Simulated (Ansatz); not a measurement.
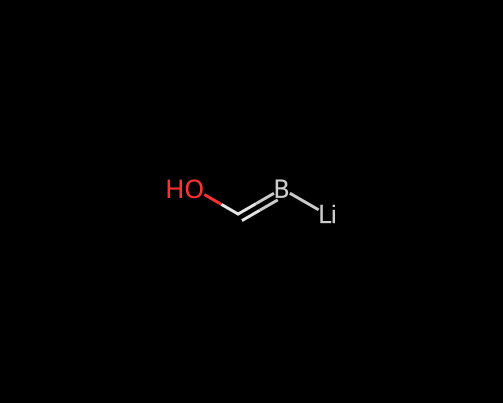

Source: calculation with Ansatz.

Transcribe the drawing into SMILES.

[Li]/[B]=C/O

Give the formula, hydrogens included.

CH2BLiO.

An optimisation with PBE0-D4/def2-TZVP gave a structure of which point group?

Cs.
